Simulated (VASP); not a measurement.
Band structure of CdS (space group Pmmn). Calculation: PBEsol GGA, VASP's PBE PAW potentials (set 64) (plane waves; VASP).

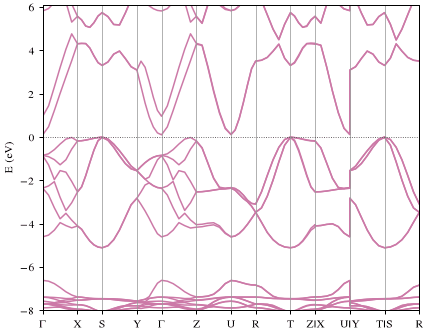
*Bands along high-symmetry lines, zero at the valence-band maximum or, without a gap, the Fermi level*

### Question
Read the plot: is there a gap, and where are the band edges?

### Answer
The gap is indirect, 0.10 eV, from the valence maximum at S to the conduction minimum at Γ. (Edges off the drawn lines would not show.)

The structure comes from a computed database's CdS entry (Pmmn); how it stands against other phases isn't given here. It was relaxed first, which changed the volume by -6 %.
